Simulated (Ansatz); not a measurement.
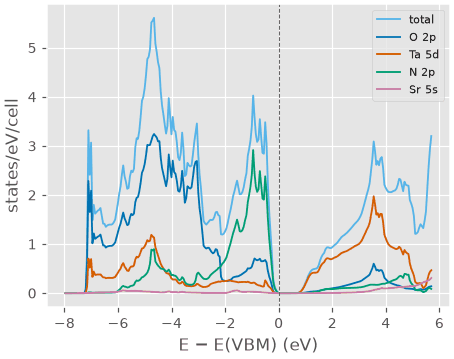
Fig. 1. Total and projected density of states of SrTaNO₂ in space group Pmm2 (No. 25; Pearson symbol oP5), LDA in the plane-wave PAW code Ansatz

Question: Which orbitals carry the states next to the gap?

Answer: Top 1 eV of the valence band: N 2p 69 %, O 2p 20 %, Ta 5d 6 %. Bottom 1 eV of the conduction band: Ta 5d 83 %, O 2p 7 %, N 2p 5 %. Projections are on Löwdin-orthogonalised atomic valence shells; empty p or d shells of many metals are not among them.

Question: Where is the tallest occupied peak in this window, and what makes it?

Answer: Near -4.7 eV, about 5.6 states/eV per cell; the largest projected share is O 2p.

The first step of the workflow began from a Materials Project structure, measured or hypothetical; the Crystallography Open Database copy checked does not list it. With N and O taken as one species the cell has the higher symmetry P4mm, so it may be an ordered model of a mixed-site phase. Its standing as an ambient phase is unchecked. The cell was relaxed with LDA under the symmetry of its start. At this level the phase is dynamically unstable (imaginary phonons). No spin polarisation was allowed. Spin–orbit coupling is left out wherever it is not named.

Potentials: the later of the program's two PAW sets.
